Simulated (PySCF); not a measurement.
**One shape, several levels: SnH4 (SMILES [SnH4])**

We compute a comparison of 6 runs (M06-2X/STO-6G, wB97X-V/STO-6G, CCSDTQ/STO-6G, QCISD(T)/STO-6G, CCSD(T)/STO-6G, FCI/STO-6G) of SnH4. The job is set up through a Python script.

The results are computed with PySCF 2.14.0.

9 further runs of the same task are left out: 1 that didn't finish, 8 set aside as unsound or not needed.

## 1. Starting point

The species is SnH4 (5 atoms), meant as a singlet with charge 0. As SMILES, `[SnH4]`. The Sn1–H2 distance was set to 4.770 Å, away from the relaxed value. At this shape a bond of the SMILES string is far longer than usual.

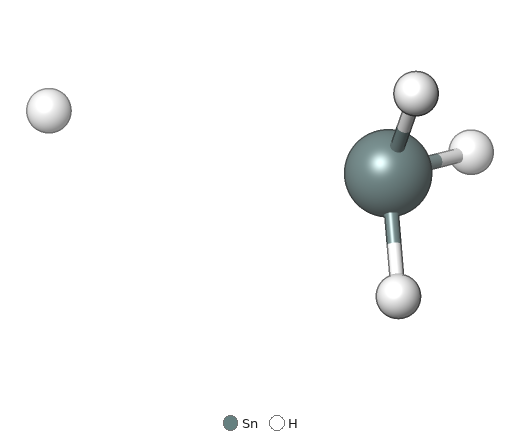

The structure, seen from a chosen angle (tin teal, hydrogen white).

## 2. A single-point energy at M06-2X/STO-6G (run 1)

File job.py:

```python
from pyscf import gto, dft

mol = gto.Mole()
mol.atom = [
    ('Sn', (-1.482988, 1.536308, -2.201203)),
    ('H', (0.823920, -0.853480, 1.222940)),
    ('H', (-3.046628, 1.939718, -1.658103)),
    ('H', (-1.599828, 0.561688, -3.593733)),
    ('H', (-0.626548, 2.960938, -2.574883)),
]
mol.basis = 'sto-6g'
mol.verbose = 3
mol.max_memory = 1860
mol.build()

mf = dft.RKS(mol)
mf.xc = 'm06-2x'
mf.conv_tol = 1e-10
mf.grids.level = 5
mf.kernel()
if not mf.converged:
    mf = mf.newton().run(mf.mo_coeff, mf.mo_occ)

energy = mf.e_tot
print(f'total energy: {energy:.8f} hartree')
```

Launch:

```console
OMP_NUM_THREADS=1 python job.py
```

Log:

```text
SCF not converged.
SCF energy = -5998.8009667563
converged SCF energy = -5998.800977094
total energy: -5998.80097709 hartree
```

Wall time 29 s (1 thread of Arm Neoverse V1, shared host); peak memory 0.3 GiB.

## 3. A single-point energy at wB97X-V/STO-6G (run 2)

File input.py:

```python
from pyscf import gto, dft

mol = gto.M(
    atom=[
    ('Sn', (-1.482988, 1.536308, -2.201203)),
    ('H', (0.823920, -0.853480, 1.222940)),
    ('H', (-3.046628, 1.939718, -1.658103)),
    ('H', (-1.599828, 0.561688, -3.593733)),
    ('H', (-0.626548, 2.960938, -2.574883)),
],
    verbose=4,
    max_memory=1860,
    basis='sto-6g',
    spin=0,
    charge=0,
)

myscf = dft.RKS(mol)
myscf.xc = 'wb97x-v'
myscf.conv_tol = 1e-10
myscf.grids.level = 5
myscf.nlcgrids.level = 1
myscf.kernel()
if not myscf.converged:
    myscf = myscf.newton().run(myscf.mo_coeff, myscf.mo_occ)

e_final = myscf.e_tot
print('Final energy', e_final)
```

Launch:

```console
OMP_NUM_THREADS=1 python input.py
```

Log:

```text
PySCF version 2.14.0

[... 100 lines left out ...]
converged SCF energy = -5998.29139500529
Final energy -5998.2913950052925
```

Run time: 53 s. Hardware: 1 thread of Arm Neoverse V1, shared host; peak memory 0.25 GiB.

Runs 3 to 5 aren't shown in full; the table further down has their settings and results.

## 4. A single-point energy at FCI/STO-6G (run 6)

File input.py:

```python
from pyscf import gto, scf, mcscf
from pyscf import fci

mol = gto.M(
    atom=[
    ('Sn', (-1.482988, 1.536308, -2.201203)),
    ('H', (0.823920, -0.853480, 1.222940)),
    ('H', (-3.046628, 1.939718, -1.658103)),
    ('H', (-1.599828, 0.561688, -3.593733)),
    ('H', (-0.626548, 2.960938, -2.574883)),
],
    max_memory=1860,
    basis='sto-6g',
    spin=0,
    verbose=3,
)

mf = scf.RHF(mol)
mf.conv_tol = 1e-10
mf.kernel()
if not mf.converged:
    mf = mf.newton().run(mf.mo_coeff, mf.mo_occ)

cas = mcscf.CASCI(mf, mf.mo_coeff.shape[-1] - 18, (mol.nelec[0] - 18, mol.nelec[1] - 18))  # full CI above the frozen core
cas.fcisolver = fci.direct_spin0.FCI(mol)  # even spin states alone
cas.kernel()
print('<S^2> = %.4f' % cas.fcisolver.spin_square(cas.ci, cas.ncas, cas.nelecas)[0])
e_tot = cas.e_tot
print(f'total energy: {e_tot:.8f} hartree')
```

Launch:

```console
OMP_NUM_THREADS=1 python input.py
```

Log:

```text
converged SCF energy = -5996.29375849727
CASCI E = -5996.56615264797  E(CI) = -86.6425236873192  S^2 = 0.0000000
<S^2> = 0.0000
total energy: -5996.56615265 hartree
```

Run time: 9.6 s. Hardware: 1 thread of Arm Neoverse V1, shared host; peak memory 0.23 GiB.

## 5. The series

```
run            level  nlc grid  integration grid   energy (Eh)  dipole moment (D) of the reference  HOMO energy (eV)  LUMO energy (eV)  wall time
  1    M06-2X/STO-6G         –                 5  -5998.800977                                1.42             -2.92             -0.95       29 s
  2   wB97X-V/STO-6G         1                 5  -5998.291395                                1.99             -3.61             -0.07       53 s
  3    CCSDTQ/STO-6G         –                 –  -5996.566162                                2.71             -2.70              0.88       19 s
  4  QCISD(T)/STO-6G         –                 –  -5996.567818                                2.71             -2.70              0.88      2.2 s
  5   CCSD(T)/STO-6G         –                 –  -5996.568290                                2.71             -2.70              0.88      2.4 s
  6       FCI/STO-6G         –                 –  -5996.566153                                2.71             -2.70              0.88      9.6 s
```

## 6. Summary of results

| quantity | value |
| --- | --- |
| run 6: total energy | -5996.56615 Eh |
| run 6: dipole moment (Hartree–Fock density) | 2.71 D |
| run 6: HOMO energy (Hartree–Fock orbitals) | -2.70 eV |
| run 6: LUMO energy (Hartree–Fock orbitals) | 0.88 eV |
| run 6: HOMO–LUMO gap (Hartree–Fock orbitals) | 3.58 eV |
| run 6: correlation energy (18 core orbitals frozen) | -272.4 mEh |

**Reading.** Against full CI in this basis: CCSDTQ -0.0 mEh; QCISD(T) -1.7 mEh; CCSD(T) -2.1 mEh. Totals of different functionals can't be ranked against each other. In runs 4, 5 the T1 diagnostic is large, so a single reference may not serve. In runs 1, 2, 3, 4, 5, 6 the basis is minimal, so the values are rough. In runs 1, 2, 4, 5 a closed-shell determinant meets a far-stretched bond, which it describes badly. In runs 1, 2, 3, 4, 5, 6 relativity is left out where basis or elements ask for it. All runs together took 1.9 min, the longest 53 s.
